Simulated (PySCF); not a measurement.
H5FGeSi, SMILES F[SiH2][GeH3] at its PBE/def2-SVP optimised geometry (Å):

```
8

F      1.9828    -1.1418     0.0000
Si     0.3362    -1.1418     0.0000
Ge    -0.4300     1.1238     0.0000
H     -0.1327    -1.8736     1.2280
H     -0.1329    -1.8774    -1.2256
H     -1.9828     1.1527     0.0040
H      0.0717     1.8774    -1.2589
H      0.0766     1.8745     1.2589
```

Level of theory: PBE/def2-TZVP (PySCF). Cells within 0.4 Å of a nucleus heavier than hydrogen are left out (blank, or x).

Map of the electrostatic potential (hartree/e), clipped to [-0.08, 0.12] on the plane z = 0.0 Å:

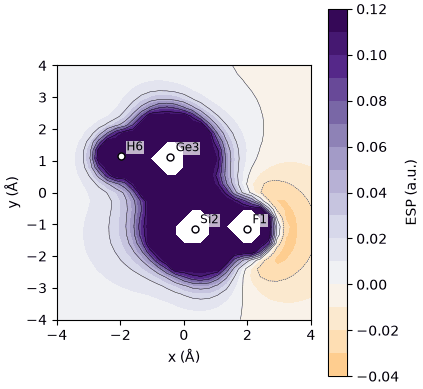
*Electrostatic potential (hartree/e), clipped to [-0.08, 0.12] on the plane z = 0.0 Å.*
